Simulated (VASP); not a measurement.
Band structure of MoS₂ (2H layered). Calculation: revPBE GGA, VASP's PBE PAW potentials (set 64) (plane waves; VASP).

Without a dispersion term in the relaxation, distances and binding between the weakly bound layers, chains or molecules are unreliable, and so is what depends on them.

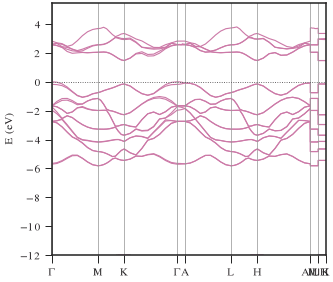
Figure. Bands along high-symmetry lines, zero at the valence-band maximum or, without a gap, the Fermi level

### Question
Read the plot: is there a gap, and where are the band edges?

### Answer
The gap is indirect, 1.47 eV, from the valence maximum at Γ to the conduction minimum at K. (Edges off the drawn lines would not show.)

Measured: gap 1.29 eV (computed value off by +0.18 eV), as given by Wei Chen et al., Physical Review Materials (2018), doi:10.1103/physrevmaterials.2.073803.

The compound is MoS2 in the 2H layered structure. It was relaxed first, which changed the volume by +36 %.
